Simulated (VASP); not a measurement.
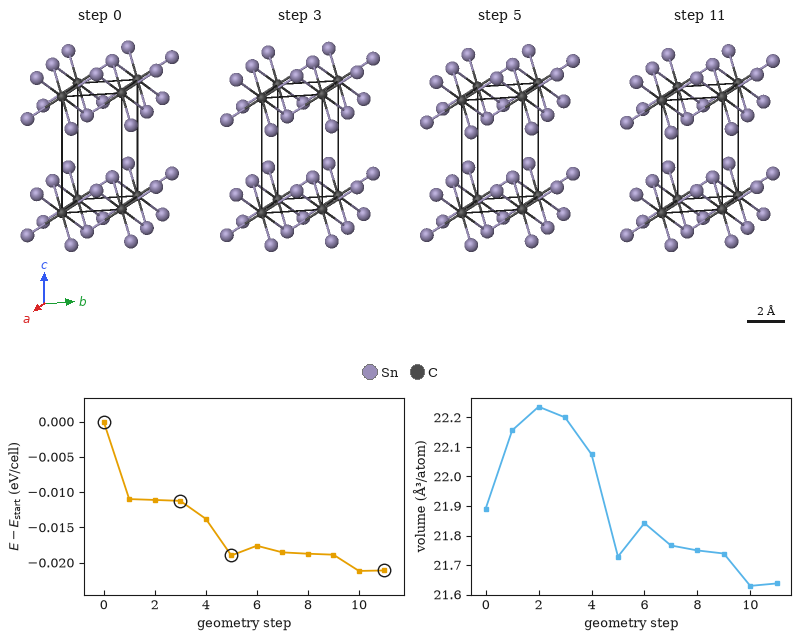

Frames of a relaxation of crystalline Sn₂C (a generated structure, set up in P-3m1), marked on the history of the run. A ball-and-stick model of the cell of the calculation, seen slightly off an axis.

The run lets cell and atoms move.

Computed with Kohn-Sham DFT of a periodic cell, PBE, VASP PAW PBE potentials, recommended in VASP 6.6.1.

Input file:
```
  PREC = Normal
  ENCUT = 520
  EDIFF = 1E-4
  ISMEAR = 0
  SIGMA = 0.15
  LREAL = False
  LASPH = True
  NELM = 60
  ALGO = Fast
  ISIF = 3
  LWAVE = False
  LCHARG = False
  GGA = PE
  IBRION = 2
  NSW = 24
  EDIFFG = -0.08
```

Launched with:
```bash
cat potpaw_PBE.64/Sn_d/POTCAR potpaw_PBE.64/C/POTCAR > POTCAR
mpirun -np 1 vasp_std > vasp.out
```

### Describe the path.

Over 11 geometry steps the energy falls by 21.1 meV per cell of the calculation. The largest force component goes from 0.0096 to 0.031 eV/Å. Pressure: 0.62 GPa at the start and 0.14 GPa at the end. The largest moves relative to the cell, 0.036 Å, are those of Sn atoms. C stays in place. Cell: a = b 3.400 → 3.436 Å (+1.0 %), c 6.560 → 6.350 Å (−3.2 %). Volume −1.2 %. Among the contacts that change: C–Sn 2.398 → 2.410 Å. The space group stays P-3m1 (No. 164). It ran on 1 thread of Intel(R) Xeon(R) Platinum 8259CL CPU @ 2.50GHz (Skylake/Cascade Lake), on a shared host. From step 0 to 3: volume +1.4 %, energy −11.2 meV per cell of the calculation. From step 3 to 5: Sn atoms move most (0.02 Å), volume −2.1 %, energy −7.7 meV per cell of the calculation. From step 5 to 11: volume −0.4 %, energy −2.1 meV per cell of the calculation.

Limits of the set-up: layers or molecules are held without a dispersion correction, so their spacing is unreliable.
